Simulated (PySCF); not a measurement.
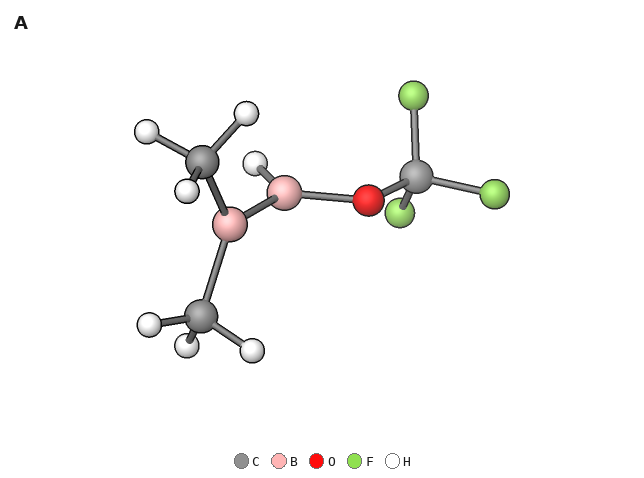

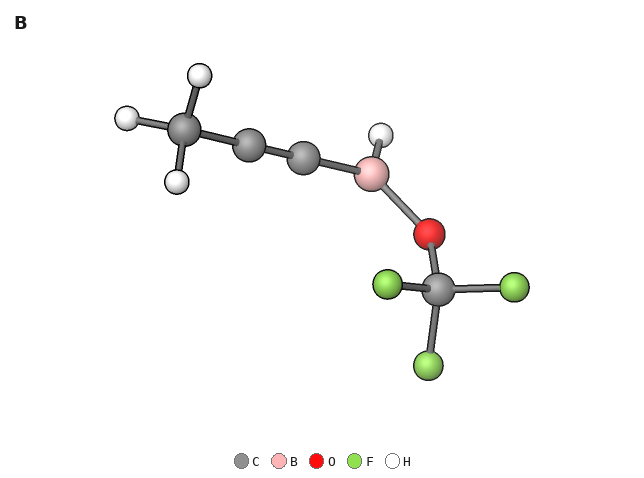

Two related species, optimised with GFN2-xTB; properties computed with PySCF 2.14.0. Both: charge 0, singlet.

Question: What are A and B?

Answer: A is C3H7B2F3O (CB(C)BOC(F)(F)F), B is C4H4BF3O (CC#CBOC(F)(F)F).

Compare them. With CAM-B3LYP/def2-SVPD: dipole moment (D), HOMO–LUMO gap (eV), HOMO energy (Kohn–Sham orbital) (eV), lowest vertical singlet excitation (eV), mean static polarisability (bohr³). With GFN2-xTB: mean O–B length (Å), mean O–C length (Å).

```tsv
quantity	A	B
dipole moment (D)	2.57	3.47
HOMO–LUMO gap (eV)	9.55	8.72
HOMO energy (Kohn–Sham orbital) (eV)	−9.68	−9.46
lowest vertical singlet excitation (eV)	5.36	4.53
mean static polarisability (bohr³)	70.7	68.4
mean O–B length (Å)	1.379	1.371
mean O–C length (Å)	1.313	1.307
```

Each is one conformer, and no frequency run is at hand to confirm it as a minimum.

The geometry is semi-empirical. Around B such bond lengths and angles can be off by a tenth of an ångström or more and by several degrees, and values that hang on the shape move with them.
